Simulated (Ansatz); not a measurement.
# H6Si3 (SMILES [SiH2]=[SiH][SiH3]): what the fields show

The calculation's input:

```
crystal:
  periodic: [false, false, false]
  atoms:
    - {symbol: Si, position_ang: [0.184577, 0.075300, 2.502559]}
    - {symbol: Si, position_ang: [-1.234915, -0.640000, -0.996771]}
    - {symbol: Si, position_ang: [0.467873, 0.270372, 0.339811]}
    - {symbol: H, position_ang: [-0.945881, -2.057538, -1.402483]}
    - {symbol: H, position_ang: [-2.508871, -0.599531, -0.204774]}
    - {symbol: H, position_ang: [-1.194968, 0.267176, 3.056991]}
    - {symbol: H, position_ang: [1.234625, 0.523240, 3.475365]}
    - {symbol: H, position_ang: [-1.412885, 0.175523, -2.245610]}
    - {symbol: H, position_ang: [1.870325, 0.046008, -0.151940]}
basis:
  gaussian: {orbitals: def2-TZVPD}
hamiltonian: {xc: pbe0}
output: {forces: true, orbitals: {seedname: orbitals}}
```

Run with:

```sh
ansatz run input.yaml --threads 2 --pin off --max-ram 4350MiB --events-out events.jsonl --progress --plain --runs-dir runs
```

Geometry: BLYP-D3(BJ)/def2-SVP.

Computed with isolated molecule in a Gaussian basis; Kohn-Sham density functional theory, functional PBE0 (Ansatz 0.2.0).

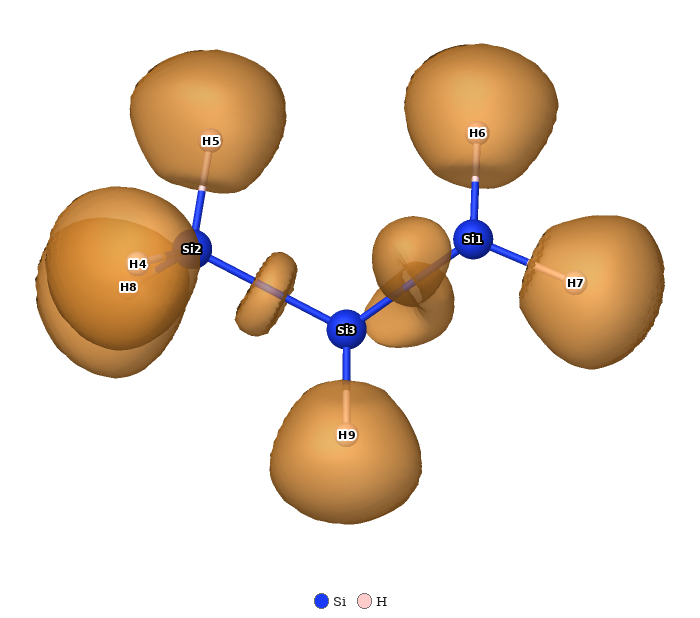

Figure 1. Isosurface of the electron localisation function at 0.9 (orange), seen across its widest extent. Only the valence region is drawn (cores and ρ < 0.01 e/Å³ removed).

What do the ELF domains correspond to?

Answer. The ELF exceeds this value in two regions between bonded Si–Si atoms (shared pairs) and six regions around hydrogen nuclei. Along the contacts the grid gives the following. Si–Si (2.19 Å): the ELF peaks at about 0.95 between the atoms, as expected for localised, covalent bonding. Si–H (1.50 Å): the ELF climbs to about 1 towards the hydrogen, as it does in any bond to H.

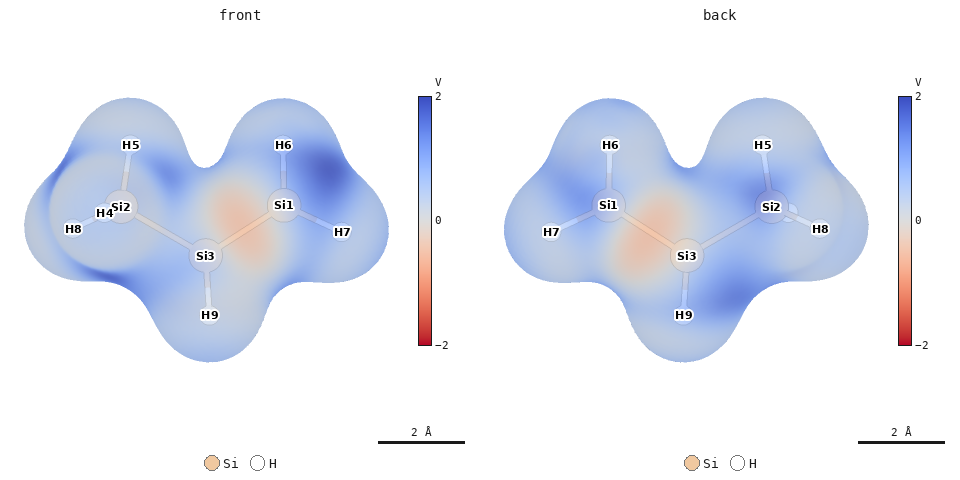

Figure 2. The molecular electrostatic potential painted on the density surface at 0.004 e/bohr³, seen from the front and from behind; the colour scale runs from red (negative) to blue (positive).

Where is the surface potential most negative and most positive?

Answer. The most negative region (about −0.4 V, or −9 kcal/mol for a unit charge) lies over H9, the most positive (about +1.8 V, or +42 kcal/mol for a unit charge) over Si1 and Si2.

How polar is the molecule by this calculation?

Answer. Its dipole moment is 0.17 D.

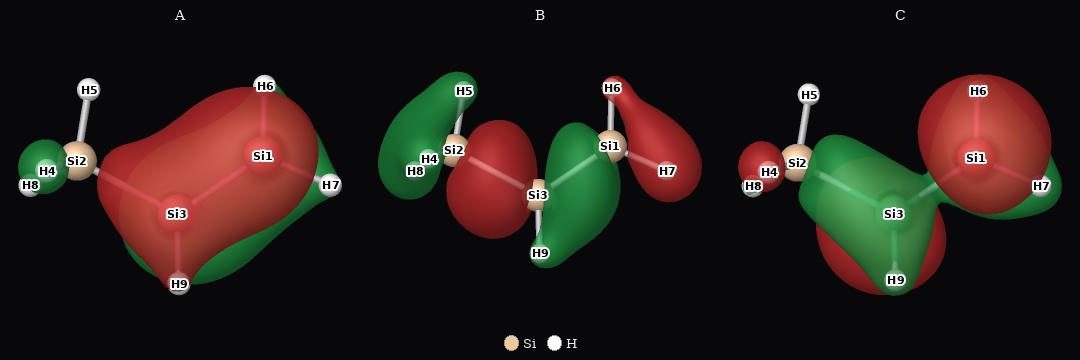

Figure 3. Three frontier orbitals at ±0.08 Å⁻³ᐟ² (green and red are the two phases), in no order.

Order the three orbitals by energy and name them.

Answer. B is the HOMO−1 (−8.38 eV). By Hirshfeld shares it lies mainly on Si3 (about 35 %), Si2 (about 30 %), Si1 (about 20 %) and H7 (about 5 %). A is the HOMO (−6.18 eV). By Hirshfeld shares it lies mainly on Si3 (about 45 %) and Si1 (about 45 %); π-bonding across Si3–Si1. C is the LUMO (−2.43 eV). Its weight (Hirshfeld) is mainly on Si1 (about 45 %), Si3 (about 35 %) and Si2 (about 10 %).

What is the HOMO–LUMO gap?

Answer. 3.75 eV between the orbital energies.
